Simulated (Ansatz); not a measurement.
**Geometry relaxation of CH₇BO₂Si (part 1 of 2)**

- system: CH₇BO₂Si, SMILES C[SiH](O)BO
- method: RKS PBE-D4/def2-SVP (Ansatz 0.2.0)

The geometry: force-field start. Figures and captions count atoms from 1; the log counts them from 0 in places.

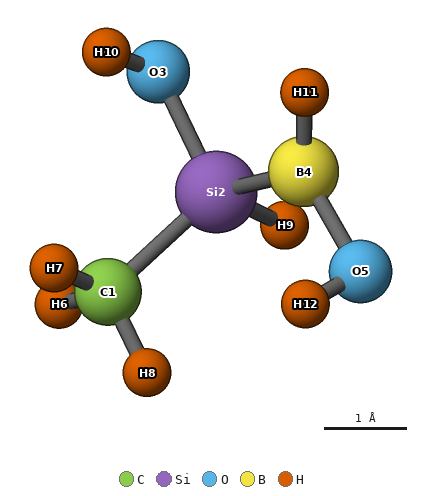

The input geometry (ball-and-stick view, seen at a tilt; atoms are numbered from 1 in the order of the input).

The input:
```yaml
crystal:
  periodic: [false, false, false]
  atoms:
    - {symbol: C, position_ang: [-1.186300, 0.465900, 0.813900]}
    - {symbol: Si, position_ang: [0.389600, 0.711500, -0.090600]}
    - {symbol: O, position_ang: [1.597000, 1.090400, 1.027300]}
    - {symbol: B, position_ang: [0.906100, -0.921400, -1.023100]}
    - {symbol: O, position_ang: [-0.070800, -1.466200, -2.054300]}
    - {symbol: H, position_ang: [-1.485400, 1.468300, 1.330900]}
    - {symbol: H, position_ang: [-1.127300, -0.314600, 1.540300]}
    - {symbol: H, position_ang: [-1.993500, 0.293900, 0.060500]}
    - {symbol: H, position_ang: [0.282400, 1.823900, -1.024500]}
    - {symbol: H, position_ang: [1.615500, 0.343400, 1.715100]}
    - {symbol: H, position_ang: [1.820900, -1.506500, -0.740000]}
    - {symbol: H, position_ang: [-0.671200, -2.043800, -1.521700]}
basis:
  gaussian: {orbitals: def2-SVP}
hamiltonian: {xc: pbe, dispersion: d4}
relax: {f_tol: 0.03, max_steps: 200}
```

Machine: 4 threads of Arm Neoverse V2, 23 GiB of memory available, shared host.

Launched with:
```bash
ansatz run in.yaml --threads 4 --pin off --events-out ev --progress --plain --max-ram 10444MiB
```

Log:
```
Functional definition: PBE
  name "PBE"
  cite "Perdew, Burke & Ernzerhof, Phys. Rev. Lett. 77, 3865 (1996) doi:10.1103/PhysRevLett.77.3865"
  parent pbe
  parameter kappa = 0.804
  parameter beta = 0.06672455060314922
  exchange = pbe_x(kappa = kappa, mu = beta*pi^2/3)
  correlation = pbe_c(beta = beta)
1200 factors; their error is unknown
mean field evaluation 1: about -13767.6681 eV, gradient 8.3e1 eV
mean field evaluation 2: about -13703.7756 eV, gradient 1.8e2 eV
mean field evaluation 4: about -13781.0801 eV, gradient 1.1e1 eV
mean field evaluation 8: about -13781.4305 eV, gradient 1.2e-1 eV
mean field evaluation 16: about -13781.3675 eV, gradient 4.8e-4 eV
mean field -13781.36748315 eV, -506.4559136594 hartree, gradient 5.4e-5 eV, S^2 0.000000; 0 other end points of the search recorded, 0 dependent functions left out
the calculation of the forces begins
reference -13781.36751929 eV, -506.4559149874 hartree; 24, 24 occupied and 85, 85 virtual orbitals, 1200 factors
relax step   1: F+E_penalty+E_count = -13781.59358865 eV  Δ(F+E_penalty+E_count) = +0.000e0 eV  max|allowed force component| = 4.152e0 eV/Å  Δτ_max = 0.0000 Å  (29 SCF iters, accepted)
these checks for a lower state are left out or cut short: starts, cluster_reference, orbital_swaps, neighbouring_geometries, increment
1200 factors; their error is unknown
mean field -13781.92517833 eV, -506.4764085792 hartree, gradient 2.5e-5 eV, S^2 0.000000; 0 other end points of the search recorded, 0 dependent functions left out
[... from here on the field's lines of each further geometry are left out, up to the last ...]
relax step   2: F+E_penalty+E_count = -13782.14692609 eV  Δ(F+E_penalty+E_count) = -5.533e-1 eV  max|allowed force component| = 2.544e0 eV/Å  Δτ_max = 0.1946 Å  (35 SCF iters, accepted)
relax step   3: F+E_penalty+E_count = -13782.39554209 eV  Δ(F+E_penalty+E_count) = -2.486e-1 eV  max|allowed force component| = 2.283e0 eV/Å  Δτ_max = 0.1949 Å  (34 SCF iters, accepted)
relax step   4: F+E_penalty+E_count = -13782.61091019 eV  Δ(F+E_penalty+E_count) = -2.154e-1 eV  max|allowed force component| = 3.387e0 eV/Å  Δτ_max = 0.1950 Å  (35 SCF iters, accepted)
relax step   5: F+E_penalty+E_count = -13782.96660786 eV  Δ(F+E_penalty+E_count) = -3.557e-1 eV  max|allowed force component| = 1.482e0 eV/Å  Δτ_max = 0.2000 Å  (29 SCF iters, accepted)
relax step   6: F+E_penalty+E_count = -13783.08709740 eV  Δ(F+E_penalty+E_count) = -1.205e-1 eV  max|allowed force component| = 4.752e-1 eV/Å  Δτ_max = 0.2000 Å  (29 SCF iters, accepted)
relax step   7: F+E_penalty+E_count = -13783.10106872 eV  Δ(F+E_penalty+E_count) = -1.397e-2 eV  max|allowed force component| = 3.621e-1 eV/Å  Δτ_max = 0.1527 Å  (28 SCF iters, accepted)
relax step   8: F+E_penalty+E_count = -13783.11323363 eV  Δ(F+E_penalty+E_count) = -1.216e-2 eV  max|allowed force component| = 1.199e-1 eV/Å  Δτ_max = 0.0640 Å  (29 SCF iters, accepted)
relax step   9: F+E_penalty+E_count = -13783.11801392 eV  Δ(F+E_penalty+E_count) = -4.780e-3 eV  max|allowed force component| = 1.277e-1 eV/Å  Δτ_max = 0.1086 Å  (29 SCF iters, accepted)
relax step  10: F+E_penalty+E_count = -13783.11926620 eV  Δ(F+E_penalty+E_count) = -1.252e-3 eV  max|allowed force component| = 6.982e-2 eV/Å  Δτ_max = 0.0207 Å  (30 SCF iters, accepted)
relax step  11: F+E_penalty+E_count = -13783.11944337 eV  Δ(F+E_penalty+E_count) = -1.772e-4 eV  max|allowed force component| = 5.054e-2 eV/Å  Δτ_max = 0.0077 Å  (31 SCF iters, accepted)
relax step  12: F+E_penalty+E_count = -13783.12013830 eV  Δ(F+E_penalty+E_count) = -6.949e-4 eV  max|allowed force component| = 2.817e-2 eV/Å  Δτ_max = 0.0496 Å  (29 SCF iters, accepted)
relax step  13: F+E_penalty+E_count = -13783.12028591 eV  Δ(F+E_penalty+E_count) = -1.476e-4 eV  max|allowed force component| = 1.419e-1 eV/Å  Δτ_max = 0.0498 Å  (29 SCF iters, accepted)
relax step  14: F+E_penalty+E_count = -13783.12066266 eV  Δ(F+E_penalty+E_count) = -3.767e-4 eV  max|allowed force component| = 5.385e-2 eV/Å  Δτ_max = 0.0046 Å  (31 SCF iters, accepted)
relax step  15: F+E_penalty+E_count = -13783.12230217 eV  Δ(F+E_penalty+E_count) = -1.640e-3 eV  max|allowed force component| = 9.100e-2 eV/Å  Δτ_max = 0.1009 Å  (29 SCF iters, accepted)
relax step  16: F+E_penalty+E_count = -13783.12299254 eV  Δ(F+E_penalty+E_count) = -6.904e-4 eV  max|allowed force component| = 3.593e-2 eV/Å  Δτ_max = 0.0164 Å  (30 SCF iters, accepted)
relax step  17: F+E_penalty+E_count = -13783.12493091 eV  Δ(F+E_penalty+E_count) = -1.938e-3 eV  max|allowed force component| = 2.791e-1 eV/Å  Δτ_max = 0.0837 Å  (29 SCF iters, accepted)
relax step  18: F+E_penalty+E_count = -13783.12787898 eV  Δ(F+E_penalty+E_count) = -2.948e-3 eV  max|allowed force component| = 2.067e-1 eV/Å  Δτ_max = 0.0565 Å  (29 SCF iters, accepted)
relax step  19: F+E_penalty+E_count = -13783.13653859 eV  Δ(F+E_penalty+E_count) = -8.660e-3 eV  max|allowed force component| = 1.350e-1 eV/Å  Δτ_max = 0.2000 Å  (29 SCF iters, accepted)
relax step  20: F+E_penalty+E_count = -13783.14545519 eV  Δ(F+E_penalty+E_count) = -8.917e-3 eV  max|allowed force component| = 6.963e-2 eV/Å  Δτ_max = 0.1613 Å  (29 SCF iters, accepted)
relax step  21: F+E_penalty+E_count = -13783.14494243 eV  Δ(F+E_penalty+E_count) = +5.128e-4 eV  max|allowed force component| = 1.243e-1 eV/Å  Δτ_max = 0.0478 Å  (29 SCF iters, rejected (line search))
relax step  22: F+E_penalty+E_count = -13783.14691324 eV  Δ(F+E_penalty+E_count) = -1.458e-3 eV  max|allowed force component| = 3.838e-2 eV/Å  Δτ_max = 0.0233 Å  (30 SCF iters, accepted)
relax step  23: F+E_penalty+E_count = -13783.14591948 eV  Δ(F+E_penalty+E_count) = +9.938e-4 eV  max|allowed force component| = 4.115e-1 eV/Å  Δτ_max = 0.0976 Å  (29 SCF iters, rejected (line search))
relax step  24: F+E_penalty+E_count = -13783.14859211 eV  Δ(F+E_penalty+E_count) = -1.679e-3 eV  max|allowed force component| = 2.668e-2 eV/Å  Δτ_max = 0.0488 Å  (29 SCF iters, accepted)
relax step  25: F+E_penalty+E_count = -13783.14987200 eV  Δ(F+E_penalty+E_count) = -1.280e-3 eV  max|allowed force component| = 4.944e-2 eV/Å  Δτ_max = 0.0479 Å  (29 SCF iters, accepted)
relax step  26: F+E_penalty+E_count = -13783.15081279 eV  Δ(F+E_penalty+E_count) = -9.408e-4 eV  max|allowed force component| = 1.122e-1 eV/Å  Δτ_max = 0.0731 Å  (29 SCF iters, accepted)
relax step  27: F+E_penalty+E_count = -13783.14952215 eV  Δ(F+E_penalty+E_count) = +1.291e-3 eV  max|allowed force component| = 2.942e-1 eV/Å  Δτ_max = 0.1097 Å  (29 SCF iters, rejected (line search))
relax step  28: F+E_penalty+E_count = -13783.15233548 eV  Δ(F+E_penalty+E_count) = -1.523e-3 eV  max|allowed force component| = 1.690e-2 eV/Å  Δτ_max = 0.0548 Å  (28 SCF iters, accepted)
relax step  29: F+E_penalty+E_count = -13783.15281936 eV  Δ(F+E_penalty+E_count) = -4.839e-4 eV  max|allowed force component| = 3.936e-2 eV/Å  Δτ_max = 0.0555 Å  (29 SCF iters, accepted)
relax step  30: F+E_penalty+E_count = -13783.15298034 eV  Δ(F+E_penalty+E_count) = -1.610e-4 eV  max|allowed force component| = 4.296e-2 eV/Å  Δτ_max = 0.0323 Å  (28 SCF iters, accepted)
relax step  31: F+E_penalty+E_count = -13783.15312205 eV  Δ(F+E_penalty+E_count) = -1.417e-4 eV  max|allowed force component| = 3.014e-2 eV/Å  Δτ_max = 0.0198 Å  (29 SCF iters, accepted)
the calculation of the forces begins
reference -13782.93283475 eV, -506.5134392696 hartree; 24, 24 occupied and 85, 85 virtual orbitals, 1200 factors
relax step  32: F+E_penalty+E_count = -13783.15316236 eV  Δ(F+E_penalty+E_count) = -4.031e-5 eV  max|allowed force component| = 1.570e-2 eV/Å  Δτ_max = 0.0194 Å  (29 SCF iters, accepted)
1200 factors; their error is unknown
mean field evaluation 256: about -13782.9328 eV, gradient 6.1e-4 eV
```

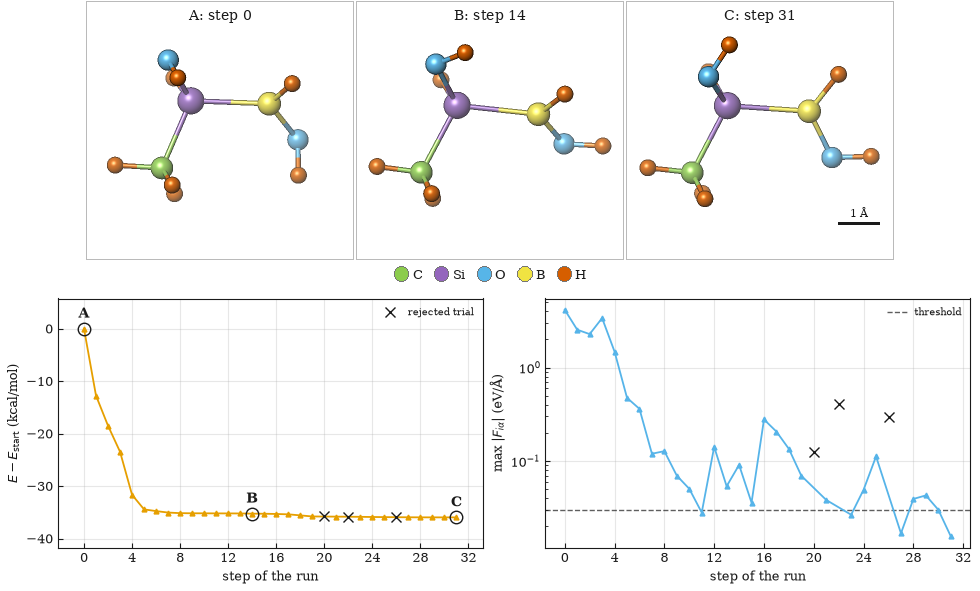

Frames of the relaxation (ball-and-stick view, seen at a tilt) above the curves, on which the letters mark them (the first geometry is step 0 here and step 1 in the log).

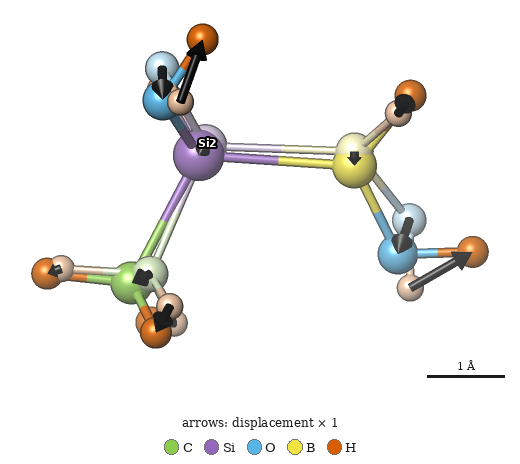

Start (faint) and end (solid) with the displacements as black arrows, at true length (ball-and-stick view, seen at a tilt). The two geometries are laid on each other by the best rigid fit. The atom that moves furthest after the best rigid fit is H12 (0.94 Å). Largest moves by element: H 0.94 Å, O 0.70 Å, C 0.31 Å, Si 0.21 Å, B 0.19 Å. Among the contacts that change: B4–O5 1.521 → 1.363 Å, B4–H11 1.122 → 1.231 Å, Si2–B4 1.950 → 2.036 Å, Si2–H9 1.456 → 1.521 Å. Among the angles that change: B4–O5–H12 103.5° → 112.8°, Si2–O3–H10 107.2° → 113.5°, H7–C1–H8 112.7° → 108.1°. The energy falls by 36.0 kcal/mol in 31 geometry steps. Largest force component: 4.2 eV/Å at the start, 0.016 eV/Å at the end. The line search rejected the trial steps at points 20, 22, 26 (counted from 0) and went back. (Atoms are counted from 1 in the order of the input.)

```
mean field -13782.93279561 eV, -506.5134378314 hartree, gradient 2.1e-5 eV, S^2 0.000000; 1 other end points of the search recorded, 0 dependent functions left out
the calculation of the forces begins
reference -13782.93283475 eV, -506.5134392696 hartree; 24, 24 occupied and 85, 85 virtual orbitals, 1200 factors
Total energy: -13783.15320150 eV, -506.5215375983 hartree
Atom 0 at    -1.413614     0.681659     0.830822 Å, force    -0.009676    -0.001203     0.002876 eV/Å
Atom 1 at     0.321082     0.663195     0.104426 Å, force    -0.003569    -0.000748    -0.003422 eV/Å
Atom 2 at     1.391570     0.740211     1.425423 Å, force     0.005061     0.000777     0.006738 eV/Å
Atom 3 at     0.732603    -1.001657    -0.992681 Å, force    -0.000674    -0.011352     0.013927 eV/Å
Atom 4 at    -0.303756    -1.759053    -1.449953 Å, force     0.006903     0.008632    -0.015701 eV/Å
Atom 5 at    -1.591634     1.598788     1.427935 Å, force     0.002761    -0.006729    -0.002668 eV/Å
Atom 6 at    -1.576629    -0.198736     1.484798 Å, force     0.001894     0.008394    -0.006785 eV/Å
Atom 7 at    -2.163116     0.646616     0.013364 Å, force     0.006611    -0.000371     0.005217 eV/Å
Atom 8 at     0.485944     1.890094    -0.779575 Å, force     0.000747    -0.000649     0.000128 eV/Å
Atom 9 at     2.318239     0.568770     1.183583 Å, force    -0.002739     0.000365    -0.003321 eV/Å
Atom 10 at     1.884729    -1.351186    -1.248849 Å, force    -0.005515     0.006926    -0.006482 eV/Å
Atom 11 at    -0.008419    -2.533901    -1.965492 Å, force    -0.001803    -0.004041     0.009492 eV/Å
Dipole moment:     0.137918    -0.430646    -0.337601 e Å
```

Trajectory as extended XYZ (Å, eV, eV/Å), 32 frames, from step=1 to step=32:
```
12
Properties=species:S:1:pos:R:3:forces:R:3 step=1 energy=-13781.59359
C    -1.1863    0.4659    0.8139   -1.6858   2.5263  -0.3515
Si    0.3896    0.7115   -0.0906    0.7479   0.2848   0.3021
O     1.5970    1.0904    1.0273    0.3526  -1.0395   1.5255
B     0.9061   -0.9214   -1.0231   -4.1523  -0.3478  -2.9487
O    -0.0708   -1.4662   -2.0543    1.7137   0.6449   2.4605
H    -1.4854    1.4683    1.3309    0.4631  -1.3796  -0.4822
H    -1.1273   -0.3146    1.5403   -0.1546  -1.0503   0.9466
H    -1.9935    0.2939    0.0605    0.0519  -0.2815   0.2986
H     0.2824    1.8239   -1.0245   -0.0697   0.8095  -0.5081
H     1.6155    0.3434    1.7151    0.1701   1.3841  -1.1054
H     1.8209   -1.5065   -0.7400    2.3435  -1.7066   0.3950
H    -0.6712   -2.0438   -1.5217    0.2196   0.1556  -0.5325
12
Properties=species:S:1:pos:R:3:forces:R:3 step=2 energy=-13782.14693
C    -1.2319    0.5087    0.8255   -0.6779   0.9256   0.0753
Si    0.4098    0.7157   -0.0411    0.2377   0.0125   0.2381
O     1.6251    1.1555    1.0630    0.0008  -0.4892   0.4892
B     0.8279   -1.0104   -0.9704   -0.9435  -0.1177  -2.4745
O    -0.0601   -1.4319   -2.0545    0.1865  -0.3578   2.5440
H    -1.5060    1.4740    1.3353    0.0857  -0.4415  -0.1301
H    -1.2143   -0.2844    1.5827   -0.0715  -0.3178   0.2446
H    -2.0338    0.3027    0.0814    0.0687  -0.1099   0.0969
H     0.2998    1.8556   -0.9955    0.0553   0.1800  -0.2010
H     1.7139    0.4375    1.7365    0.1212   0.5605  -0.3861
H     1.8708   -1.6115   -0.8639    0.2560  -0.4961   0.3539
H    -0.6244   -2.1666   -1.6652    0.6810   0.6515  -0.8501
12
Properties=species:S:1:pos:R:3:forces:R:3 step=3 energy=-13782.39554
C    -1.2656    0.5433    0.8304    0.0022  -0.3410   0.0924
Si    0.4230    0.7349   -0.0118    0.2372   0.2433  -0.3322
O     1.6372    1.1837    1.0990   -0.2470  -0.1397  -0.1087
B     0.8331   -0.9744   -1.0569   -0.3613  -0.7589  -0.9676
O    -0.1428   -1.3913   -2.0081   -0.4392  -1.4795   2.2829
H    -1.5396    1.4720    1.3559   -0.0502   0.2218   0.0979
H    -1.2757   -0.2787    1.5837    0.0119   0.0867  -0.1244
H    -2.0532    0.3243    0.0795    0.0495  -0.0090  -0.0322
H     0.3360    1.8952   -0.9751    0.0069   0.0139   0.0781
H     1.7789    0.4675    1.7423    0.1574   0.0288   0.0881
H     1.8461   -1.7165   -0.9164   -0.5665   0.2678   0.2049
H    -0.5003   -2.3150   -1.6887    1.1991   1.8658  -1.2792
12
Properties=species:S:1:pos:R:3:forces:R:3 step=4 energy=-13782.61091
C    -1.2613    0.5476    0.8291    0.0066  -0.1337   0.0609
Si    0.4259    0.7467   -0.0203    0.2450   0.1912  -0.2317
O     1.6378    1.1844    1.0959   -0.1718  -0.1180  -0.0649
B     0.7999   -0.9774   -1.0527    0.0300  -0.0223  -0.0905
O    -0.2310   -1.3321   -1.9022   -0.3779  -3.3866   1.2291
H    -1.5370    1.4797    1.3563   -0.0295   0.1000   0.0451
H    -1.2715   -0.2754    1.5780    0.0252   0.0432  -0.0829
H    -2.0457    0.3286    0.0751    0.0340  -0.0083  -0.0250
H     0.3401    1.9144   -0.9720   -0.0015   0.0433   0.0718
H     1.7935    0.4654    1.7337    0.1166   0.0511   0.0330
H     1.7778   -1.7434   -0.8998   -0.4513   0.1332   0.1028
H    -0.3517   -2.3937   -1.7875    0.5747   3.1069  -1.0477
12
Properties=species:S:1:pos:R:3:forces:R:3 step=5 energy=-13782.96661
C    -1.2564    0.5635    0.8470    0.0235  -0.0801  -0.0320
Si    0.4155    0.7698   -0.0336    0.0708   0.1813   0.1747
O     1.6412    1.1974    1.0677   -0.0152  -0.1023  -0.0562
B     0.7508   -0.9881   -0.9974    0.0539  -0.3441  -0.1588
O    -0.2387   -1.3867   -1.8595   -0.1660  -1.4800   0.3868
H    -1.5537    1.4685    1.4124    0.0360   0.0674  -0.0320
H    -1.2713   -0.2937    1.5543    0.0208   0.0112  -0.0779
H    -2.0133    0.3723    0.0597   -0.1194  -0.0324   0.0240
H     0.2979    1.9506   -0.9619    0.0569   0.0041   0.0096
H     1.8681    0.4722    1.6784    0.0257   0.0848  -0.0771
H     1.6772   -1.7881   -0.7796   -0.1976   0.2079   0.1337
H    -0.2404   -2.3930   -1.9536    0.2106   1.4821  -0.2950
12
Properties=species:S:1:pos:R:3:forces:R:3 step=6 energy=-13783.08710
C    -1.2919    0.5776    0.8533   -0.0309   0.0243   0.1352
Si    0.3814    0.7758   -0.0025   -0.0240  -0.2053  -0.2883
O     1.6509    1.1813    1.0368    0.1393  -0.0207   0.2481
B     0.7220   -1.0094   -0.9293   -0.1407  -0.0195  -0.0123
O    -0.2477   -1.4228   -1.7995    0.1421  -0.4752  -0.0075
H    -1.5593    1.4929    1.4182   -0.0749  -0.0053   0.0232
H    -1.3195   -0.2879    1.5492    0.0139   0.0571  -0.0187
H    -2.0572    0.4022    0.0686   -0.0295   0.0223   0.0089
H     0.2695    1.9474   -0.9395    0.0337   0.0234  -0.0327
H     1.9932    0.4152    1.5331    0.0073   0.1003  -0.0574
H     1.6505   -1.7740   -0.6577   -0.0283   0.0466  -0.0245
H    -0.1150   -2.3534   -2.0968   -0.0080   0.4519   0.0259
12
Properties=species:S:1:pos:R:3:forces:R:3 step=7 energy=-13783.10107
C    -1.3241    0.6126    0.8892    0.0308   0.0550  -0.1335
Si    0.3512    0.7521   -0.0041    0.0044  -0.0249   0.3621
O     1.6111    1.1579    1.0615    0.0544   0.0592   0.0048
B     0.6830   -1.0388   -0.9035    0.0885  -0.0853  -0.0767
O    -0.2223   -1.4628   -1.8275   -0.0614  -0.0074  -0.1029
H    -1.6098    1.5238    1.4556    0.0813  -0.0186  -0.0431
H    -1.3426   -0.2513    1.5851    0.0151   0.0147   0.0080
H    -2.0959    0.4315    0.1111   -0.0592  -0.0054   0.0286
H     0.3016    1.9089   -0.9693   -0.0533  -0.0214  -0.0236
H     2.1100    0.4278    1.4667   -0.1373  -0.0274  -0.1152
H     1.6251   -1.7792   -0.6243    0.0365   0.0228   0.0305
H    -0.0102   -2.3378   -2.2068    0.0003   0.0387   0.0612
12
Properties=species:S:1:pos:R:3:forces:R:3 step=8 energy=-13783.11323
C    -1.3391    0.6248    0.8891   -0.0198  -0.0277   0.1199
Si    0.3398    0.7266    0.0250   -0.0578   0.0996  -0.1118
O     1.6044    1.1523    1.0756   -0.0265  -0.0584   0.0297
B     0.6949   -1.0439   -0.9073    0.1077  -0.0645  -0.0175
O    -0.2029   -1.4696   -1.8397   -0.0118   0.0108   0.0251
H    -1.5734    1.5623    1.4339   -0.0092  -0.0134  -0.0018
H    -1.3645   -0.2150    1.6148   -0.0385   0.0327   0.0118
H    -2.1365    0.4467    0.1360    0.0455   0.0133   0.0040
H     0.2717    1.8691   -0.9525   -0.0138   0.0374  -0.0733
H     2.0941    0.3870    1.4201    0.0204  -0.0272   0.0219
H     1.6647   -1.7556   -0.6419   -0.0129  -0.0191  -0.0094
H     0.0237   -2.3399   -2.2193    0.0167   0.0165   0.0014
12
Properties=species:S:1:pos:R:3:forces:R:3 step=9 energy=-13783.11801
C    -1.3597    0.6506    0.9179    0.0332  -0.0202  -0.0089
Si    0.3077    0.7201    0.0180   -0.0124   0.0322   0.0072
O     1.5879    1.0981    1.0717    0.0279  -0.0984   0.0506
B     0.7105   -1.0445   -0.9132   -0.1002  -0.0524  -0.0471
O    -0.1614   -1.4933   -1.8625    0.1277  -0.0089   0.0539
H    -1.5640    1.6082    1.4388   -0.0145  -0.0015  -0.0011
H    -1.3978   -0.1656    1.6682    0.0135   0.0057  -0.0035
H    -2.1700    0.4733    0.1791    0.0096   0.0183   0.0089
H     0.2362    1.8679   -0.9600    0.0009  -0.0067  -0.0129
H     2.0891    0.3084    1.3454   -0.0419   0.0990  -0.0255
H     1.6950   -1.7279   -0.6202   -0.0354  -0.0018  -0.0505
H     0.1036   -2.3505   -2.2497   -0.0085   0.0349   0.0289
```
